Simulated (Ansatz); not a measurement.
The figure comes from a scan of HfO₂ (fluorite): volume and axial ratio are varied about the relaxed values (subscript 0). Calculation: PBEsol (plane waves to 420 eV, PAW, scalar-relativistic; Ansatz, a first-principles code). k mesh 11×11×11 (Γ-centred), Fermi-Dirac smearing 0.05 eV. The energy includes the smearing's −TS. HfO2 is run without spin polarisation. HfO2 was relaxed with its symmetry unable to fall. Spin-orbit coupling is left out, though Hf is heavy. The PAW data are Ansatz's earlier set. This is a high-temperature form of HfO2. The zero of ΔE is the relaxed starting cell.

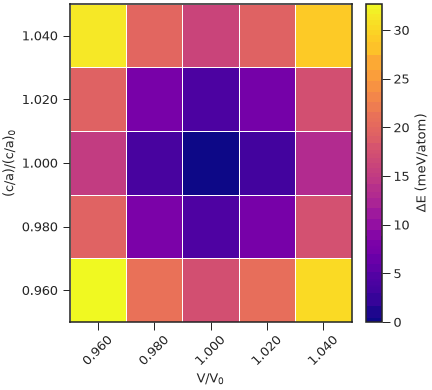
Figure. ΔE (meV/atom), one tile a computed point.

**Question.** Turn the plot into a table (rounded to what can be read).

**Answer.** To the nearest 5:

ΔE (meV/atom), with V/V₀ across and (c/a)/(c/a)₀ down:

```tsv
(c/a)/(c/a)₀ \ V/V₀	0.960	0.980	1.000	1.020	1.040
0.960	35	20	15	20	30
0.980	20	10	5	10	15
1.000	15	5	0	5	15
1.020	20	10	5	10	15
1.040	30	20	15	20	30
```

(A scan under strain: stresses follow from slopes of the energy per volume, elastic moduli from its curvatures.)
